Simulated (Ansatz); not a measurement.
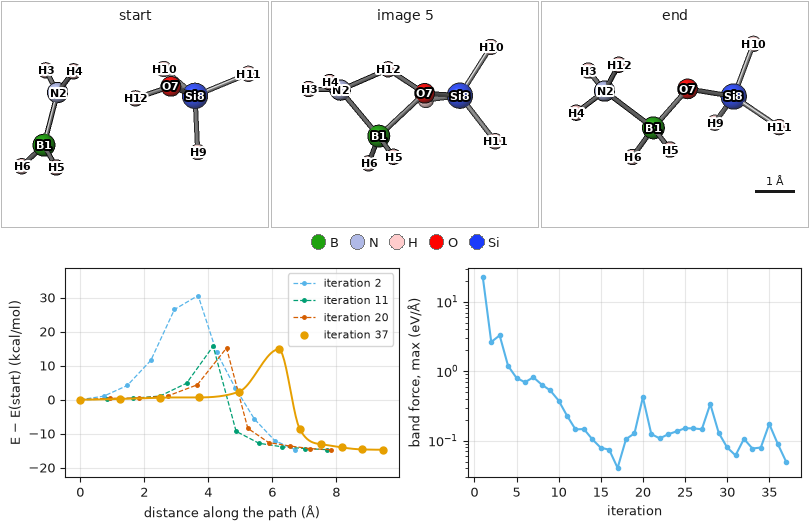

A search for the minimum-energy path of BSiNH8O by the nudged elastic band. Images are numbered from 0 (start) to 10 (end). The plot follows the band through its iterations. A ball-and-stick model, seen at a tilt.

These are results of Ansatz, RKS B3LYP/6-31G*, not measurements. Set-up: 9 movable images; climbing image; force threshold 0.05 eV/Å; iteration limit 37; starting path through a guess of the saddle point.

Did the band converge, and can the barrier be trusted?

The result is final at these settings. The band converged in 37 iterations. The largest component of the band force went from 23 to 0.05 eV/Å. The climbing image converged on the top of the path. Its vibrational analysis gives one imaginary mode (1089i cm⁻¹), as a transition state must have. The first iteration put the highest image at 81.1 kcal/mol. The energy climbs by 14.8 kcal/mol to image 5 and then falls by 29.5 kcal/mol, so the end point sits at −14.7 kcal/mol.
